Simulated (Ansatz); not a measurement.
# Cl4H2Zr: a nudged elastic band in two tries

Wanted: a band of images between two relaxed ends, and a check that the input is sound.

Method: RKS BLYP/def2-SVP, in Ansatz 0.2.0.

**1. Starting point**

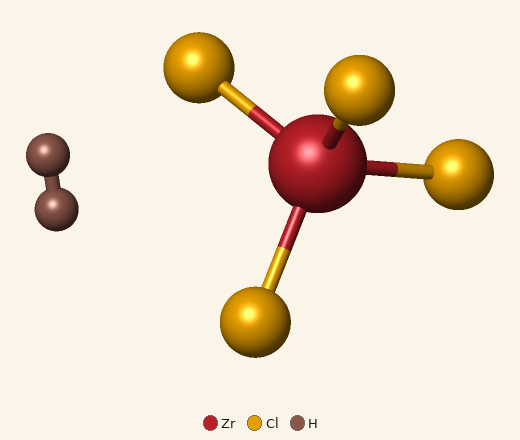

Start, viewed from a chosen angle; zirconium red, chlorine amber, hydrogen brown.

As a file:

```xyz
7

Zr    0.5858    0.0000   -0.1812
Cl    0.6232    0.0000    2.1745
Cl    2.7945    0.0000   -0.9952
Cl   -0.5283    1.9234   -0.9575
Cl   -0.5283   -1.9234   -0.9575
H    -3.5738    0.0000    1.5260
H    -3.1043    0.0000    2.1317
```

**2. First try**

File input.yaml:

```yaml
crystal:
  periodic: [false, false, false]
  atoms:
    - { symbol: Zr, position_ang: [0.585777, 0.0, -0.18121] }
    - { symbol: Cl, position_ang: [0.62321, 0.0, 2.174458] }
    - { symbol: Cl, position_ang: [2.794501, 0.0, -0.995162] }
    - { symbol: Cl, position_ang: [-0.52834, 1.923355, -0.957545] }
    - { symbol: Cl, position_ang: [-0.52834, -1.923355, -0.957545] }
    - { symbol: H, position_ang: [-3.573814, 0.0, 1.526039] }
    - { symbol: H, position_ang: [-3.104293, 0.0, 2.131666] }
magnetization:
  spin_polarized: true
  initial_magnetization: 1
basis:
  gaussian: { orbitals: def2-SVP }
hamiltonian:
  xc: blyp
neb:
  order_check: false
  images: 5
  f_tol: 0.05
  max_iterations: 8
  final_atoms:
    - { symbol: Zr, position_ang: [-0.33187853, 0.0, -0.70018723] }
    - { symbol: Cl, position_ang: [-0.73247228, 0.0, 3.72124145] }
    - { symbol: Cl, position_ang: [1.87440442, 0.0, 0.0974493] }
    - { symbol: Cl, position_ang: [-0.92168267, 1.9625, -1.84288261] }
    - { symbol: Cl, position_ang: [-0.92168267, -1.9625, -1.84288261] }
    - { symbol: H, position_ang: [-1.44027428, 0.0, 0.79122185] }
    - { symbol: H, position_ang: [-1.25771298, 0.0, 2.51674083] }
  initial_path:
    images:
      - { positions_ang: [[0.585777, 0.0, -0.18121], [0.62321, 0.0, 2.174458], [2.794501, 0.0, -0.995162], [-0.52834, 1.923355, -0.957545], [-0.52834, -1.923355, -0.957545], [-3.573814, 0.0, 1.526039], [-3.104293, 0.0, 2.131666]] }
      - { positions_ang: [[0.39297441, 0.0, -0.11739472], [0.39968721, 0.0, 2.40954333], [2.66278057, 0.0, -0.92460679], [-0.73999747, 1.96767, -0.92217813], [-0.73999747, -1.96767, -0.92217813], [-3.06437152, 0.0, 1.23372814], [-2.64237473, 0.0, 1.98378729]] }
      - { positions_ang: [[0.20017181, 0.0, -0.05357944], [0.17616443, 0.0, 2.64462867], [2.53106013, 0.0, -0.85405158], [-0.95165493, 2.011985, -0.88681125], [-0.95165493, -2.011985, -0.88681125], [-2.55492905, 0.0, 0.94141728], [-2.18045646, 0.0, 1.83590857]] }
      - { positions_ang: [[0.00736922, 0.0, 0.01023584], [-0.04735836, 0.0, 2.879714], [2.3993397, 0.0, -0.78349637], [-1.1633124, 2.0563, -0.85144438], [-1.1633124, -2.0563, -0.85144438], [-2.04548657, 0.0, 0.64910643], [-1.71853819, 0.0, 1.68802986]] }
      - { positions_ang: [[-0.10571336, 0.0, -0.22657185], [-0.27572967, 0.0, 3.16022315], [2.22436127, 0.0, -0.48984781], [-1.08276916, 2.02503333, -1.18192379], [-1.08276916, -2.02503333, -1.18192379], [-1.84374914, 0.0, 0.69647824], [-1.56492978, 0.0, 1.96426685]] }
      - { positions_ang: [[-0.21879595, 0.0, -0.46337954], [-0.50410097, 0.0, 3.4407323], [2.04938284, 0.0, -0.19619926], [-1.00222592, 1.99376667, -1.5124032], [-1.00222592, -1.99376667, -1.5124032], [-1.64201171, 0.0, 0.74385005], [-1.41132138, 0.0, 2.24050384]] }
      - { positions_ang: [[-0.33187853, 0.0, -0.70018723], [-0.73247228, 0.0, 3.72124145], [1.87440442, 0.0, 0.0974493], [-0.92168267, 1.9625, -1.84288261], [-0.92168267, -1.9625, -1.84288261], [-1.44027428, 0.0, 0.79122185], [-1.25771298, 0.0, 2.51674083]] }
```

Command:

```sh
$ ansatz run input.yaml --threads 4 --pin off --max-ram 5120MiB --backend cpu --events-out ev --progress --plain --runs-dir out
```

Output:

```text
Error: a molecule whose nuclei and cores have a total charge of 82 cannot have a net charge of 0 together with 1 unpaired electrons
```

It took 0.03 s on 4 threads of Arm Neoverse V1, shared host; peak memory 0.038 GiB.

**3. What went wrong**

The program refused the input before any cycle. Its message: «a molecule whose nuclei and cores have a total charge of 82 cannot have a net charge of 0 together with 1 unpaired electrons»

The number of unpaired electrons doesn't fit the number of electrons: even goes with even, odd with odd.

The cure: restore the multiplicity.

**4. Second try**

input.yaml, as its differences from that of step 2:

```diff
@@ -10,5 +10,2 @@
     - { symbol: H, position_ang: [-3.104293, 0.0, 2.131666] }
-magnetization:
-  spin_polarized: true
-  initial_magnetization: 1
 basis:
@@ -21,3 +18,3 @@
   f_tol: 0.05
-  max_iterations: 8
+  max_iterations: 60
   final_atoms:
```

Command:

```sh
$ ansatz run input.yaml --threads 4 --pin off --max-ram 5120MiB --backend cpu --events-out ev --progress --plain --runs-dir out
```

Besides the cure, the cap on steps is lifted. The first and last lines of the walk in its log:

```text
NEB iter   1: max|band force component| = 3.776e0 eV/Å  barrier→ = 3.0580 eV  barrier← = 1.1217 eV  Δτ_max = 0.2000 Å  (206 SCF iters)
NEB iter   2: max|band force component| = 7.668e0 eV/Å  barrier→ = 2.0962 eV  barrier← = 0.1600 eV  Δτ_max = 0.0991 Å  (178 SCF iters)
NEB iter   3: max|band force component| = 9.664e-1 eV/Å  barrier→ = 2.0354 eV  barrier← = 0.0991 eV  Δτ_max = 0.2000 Å  (154 SCF iters)
[...]
NEB iter   8: max|band force component| = 8.647e-2 eV/Å  barrier→ = 2.0008 eV  barrier← = 0.0645 eV  CI = image 5  Δτ_max = 0.0281 Å  (147 SCF iters)
NEB iter   9: max|band force component| = 1.224e-1 eV/Å  barrier→ = 2.0010 eV  barrier← = 0.0648 eV  CI = image 5  Δτ_max = 0.0139 Å  (137 SCF iters)
NEB iter  10: max|band force component| = 1.257e-2 eV/Å  barrier→ = 2.0001 eV  barrier← = 0.0639 eV  CI = image 5  Δτ_max = 0.0000 Å  (282 SCF iters)
```

It took 96 s on 4 threads of Arm Neoverse V1, shared host; peak memory 0.18 GiB.

The second input runs as intended: 10 iterations, highest image 2.00 eV above the first end.

**5. Outcome**

```
 quantity                                                                                                    value
first try                                                                                                  refused
    cause  the number of unpaired electrons doesn't fit the number of electrons: even goes with even, odd with odd
```

The fault in the first input was caught at the input check and cost nothing.
